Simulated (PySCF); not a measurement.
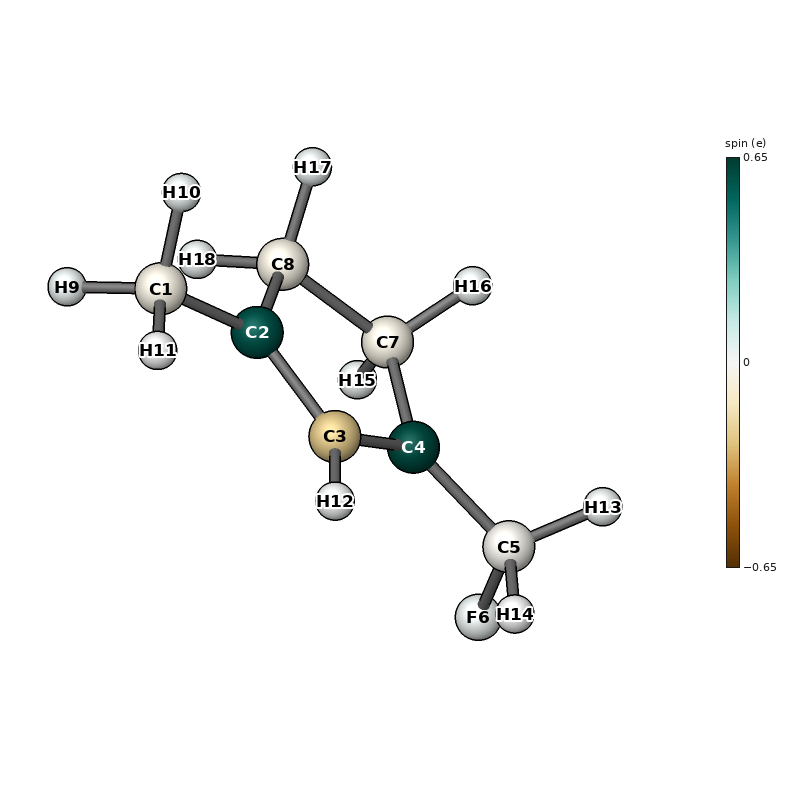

Atoms are coloured by their Mulliken spin populations. The species is neutral and a spin doublet. The geometry was computed by an optimisation with GFN2-xTB. No frequency run is at hand to confirm it as a minimum. Method: UKS B3LYP, pcH-1 on C F H, non-relativistic (PySCF 2.14.0).

**Which atom carries the largest spin population?**

C4 (0.60 e).

**Which atom has the lowest spin population?**

C3 (−0.23 e); a negative value comes from spin polarisation.

List the Mulliken spin populations.

```json
{"atom": "C1", "value (e)": "−0.05"}
{"atom": "C2", "value (e)": "0.58"}
{"atom": "C3", "value (e)": "−0.23"}
{"atom": "C4", "value (e)": "0.60"}
{"atom": "C5", "value (e)": "−0.02"}
{"atom": "F6", "value (e)": "0.02"}
{"atom": "C7", "value (e)": "−0.05"}
{"atom": "C8", "value (e)": "−0.05"}
{"atom": "H9", "value (e)": "0.03"}
{"atom": "H10", "value (e)": "0.03"}
{"atom": "H11", "value (e)": "0.00"}
{"atom": "H12", "value (e)": "0.01"}
{"atom": "H13", "value (e)": "0.02"}
{"atom": "H14", "value (e)": "0.00"}
{"atom": "H15", "value (e)": "0.02"}
{"atom": "H16", "value (e)": "0.02"}
{"atom": "H17", "value (e)": "0.03"}
{"atom": "H18", "value (e)": "0.02"}
```

Mulliken values depend strongly on the basis set.
